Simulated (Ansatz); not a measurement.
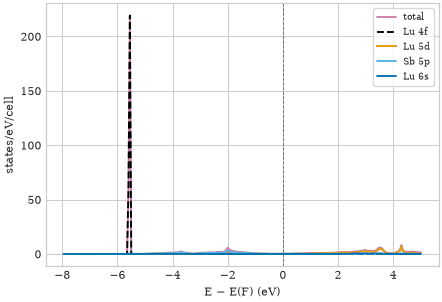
Figure: Total and projected density of states of LuSb (rock salt, space group No. 225), plane-wave PAW r²SCAN (Ansatz code)

### Question
Which orbitals carry the states next to the Fermi level?

### Answer
Within 0.5 eV of the Fermi level: Lu 5d 59 %, Sb 5p 37 %. Projections are on Löwdin-orthogonalised atomic valence shells; empty p or d shells of many metals are not among them.

### Question
Where is the tallest occupied peak in this window, and what makes it?

### Answer
Near -5.5 eV, about 220 states/eV per cell; the largest projected share is Lu 4f.

Space group Fm-3m (rock salt). The first step of the workflow began from a Materials Project structure, measured or hypothetical; the Crystallography Open Database copy checked does not list it. Whether it is the stable phase at ambient conditions was not checked. The r²SCAN relaxation kept the symmetry of its start; whether a distortion lowers the energy is not shown. Spin–orbit coupling is left out wherever it is not named.

Potentials: the later of the program's two PAW sets.
